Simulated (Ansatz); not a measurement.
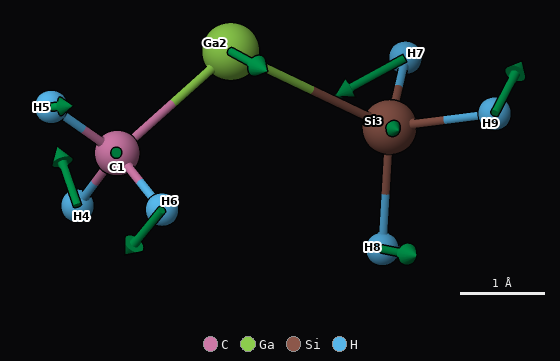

A relaxation of CH₆GaSi (multiplicity 2). The starting structure is drawn; green arrows show the displacements, 5 times their true length. The two geometries are superimposed by the best rigid fit.

Style: ball-and-stick. Shown at a tilt.

The start comes from PBE-D4/def2-SVP.

All numbers below come from Ansatz, UKS PBE0-D4/def2-TZVP. Set-up: force threshold 0.005 eV/Å; at most 150 steps.

**What did the optimiser do to the structure, and how much energy did it gain?**

H7 moves most after the best rigid fit: 0.20 Å. By element the largest moves are H 0.20 Å, Ga 0.16 Å, Si 0.05 Å, C 0.02 Å. Some distances before and after: Ga2–Si3 2.475 → 2.454 Å, C1–Ga2 2.010 → 1.991 Å, Si3–H7 1.509 → 1.491 Å, C1–H4 1.111 → 1.094 Å. Over 15 geometry steps the energy falls by 2.70 kJ/mol. The largest force component goes from 0.48 to 0.0013 eV/Å. The forces were under the threshold at step 11, but the run went on from there. The run took about 3 core-minutes on a shared host.
